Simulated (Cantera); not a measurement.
A closed system holds: 1 mol HI, 3.2 mol H2, 49 mol N2, 0.38 mol O2, equilibrated at 34.0 mbar.

Cantera equilibrium calculation (NASA polynomials, part measured and part estimated; ideal gas, pure solids and liquids). Candidate condensed phases: H2O, I2; 27 gas species. Equilibrium is a limit: real reactors are often held back by kinetics, nucleation or transport.

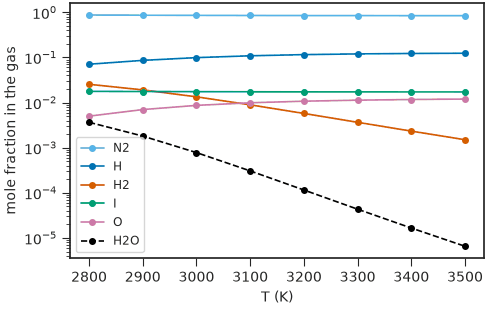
Fig. 1. Equilibrium gas composition (values under 1e-9 drawn at 1e-9)

From 2800 K to 3500 K nothing is condensed.
